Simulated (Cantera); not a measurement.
A closed system holds: 1 mol SrCl2, 0.062 mol O2, 99 mol N2, held at 0.000420 bar.

Equilibrium computed with Cantera from the NASA thermochemical tables; the gas is ideal and each condensed phase is pure. Candidate condensed phases: Sr, SrCl2, SrO; 16 gas species. Mutual solubility and eutectic melting of coexisting phases are not modelled. Condensed phases not in the tables: oxide chlorides. Kinetics and transport are ignored.

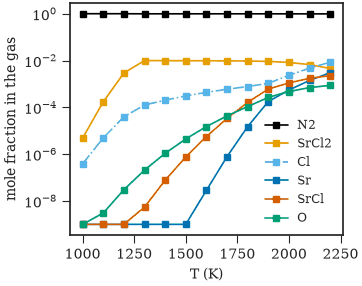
Equilibrium gas composition (values under 1e-9 drawn at 1e-9)

### Question
Read off the mole fractions at 1400 K.

### Answer
N2 about 0.99, SrCl2 about 0.0099, Cl about 0.00020, O about 1.1e-6, SrCl about 7.7e-8.
